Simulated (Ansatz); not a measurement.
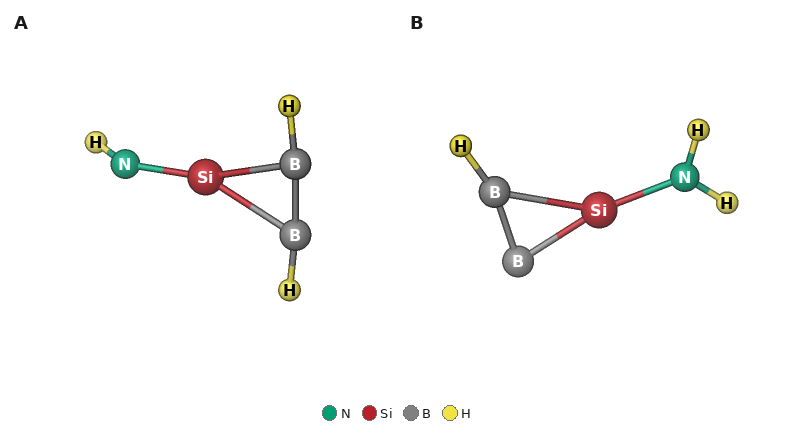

2 stationary structures of one formula. Geometries: PBE0-D4/def2-TZVP. Electronic energies: PBE0-D4/def2-TZVPP (Ansatz 0.2.0), without zero-point energy. No frequency run is at hand to confirm each as a minimum. Each is one conformer, not always the lowest.

Question: Rank them by energy, lowest first.

Answer: B is lowest; A lies 3.7 kcal/mol above it (Cs).

Give E(B) − E(A) in kcal/mol at these levels too: RHF-CCSD(T) (frozen core)/def2-TZVPP; PBE-D4/def2-TZVPP; PBE0-D4/def2-TZVPP; B3LYP-D4/def2-TZVPP; ωB97M-V/def2-TZVPP; r2SCAN-D4/def2-TZVPP; PBE0-D4/def2-TZVP.

```tsv
level	E(B) − E(A) (kcal/mol)
RHF-CCSD(T) (frozen core)/def2-TZVPP	−5.0
PBE-D4/def2-TZVPP	−0.8
PBE0-D4/def2-TZVPP	−3.7
B3LYP-D4/def2-TZVPP	−1.1
ωB97M-V/def2-TZVPP	−1.1
r2SCAN-D4/def2-TZVPP	−1.7
PBE0-D4/def2-TZVP	−3.3
```
